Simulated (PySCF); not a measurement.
# TiH (quartet): what the fields show

```
atom   x (Å)   y (Å)    z (Å)
  Ti  0.0000  0.0000  -0.0362
   H  0.0000  0.0000   1.7208
```

The calculation used PySCF, PBE0/def2-TZVPP, non-relativistic Hamiltonian with scalar-relativistic core potentials where named, at a bond length of 1.757 Å.

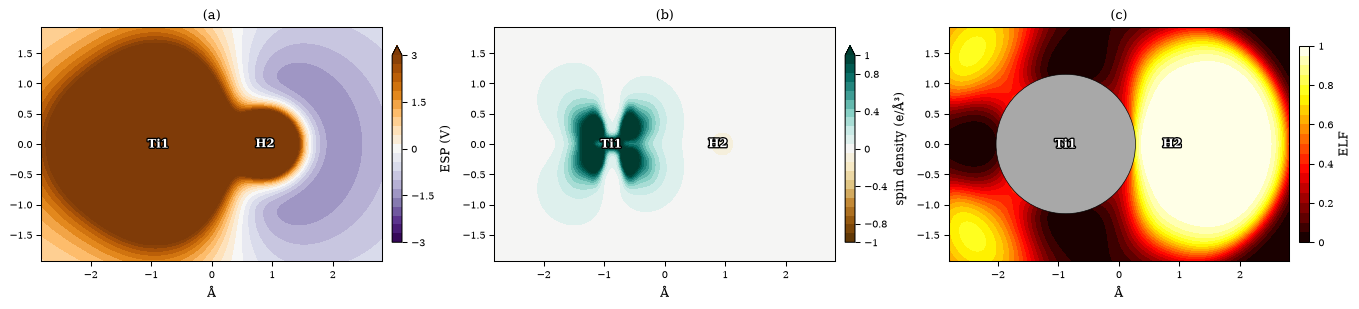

Figure 1. (a) electrostatic potential; (b) spin density; (c) ELF on a plane that holds the molecular axis. Grey discs cover the atomic cores in the ELF map.

Question: What do the fields say about this system?

Answer:
- The plane passes through Ti and H nuclei.
- Ti–H (1.76 Å): the ELF climbs to about 1 towards the hydrogen.
- The unpaired spin (3 electrons) lies mostly on Ti1 (about 3.0), in electrons by Hirshfeld's partition.
- Outside the dense part of the molecule the potential is most negative (−1.5 V) near H2.

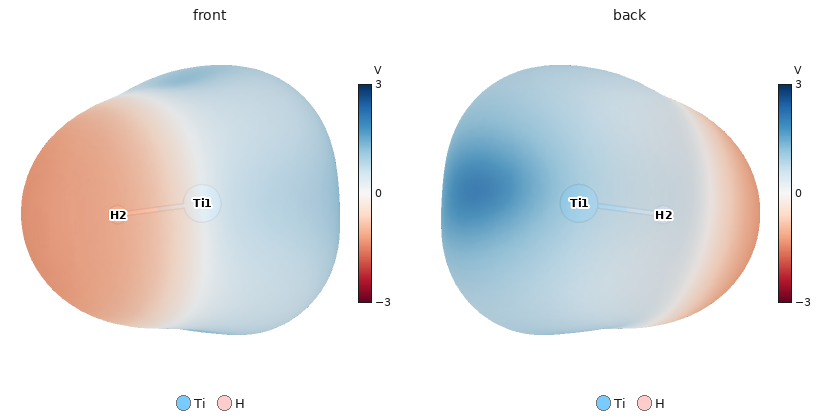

Figure 2. The electrostatic potential painted on the density surface at 0.001 e/bohr³, seen from the front and from behind; the colour scale runs from red (negative) to blue (positive).

Question: Describe the electrostatic potential map.

Answer: The most negative region (about −1.3 V, or −30 kcal/mol for a unit charge) lies over H2, the most positive (about +2.1 V, or +48 kcal/mol for a unit charge) over Ti1.
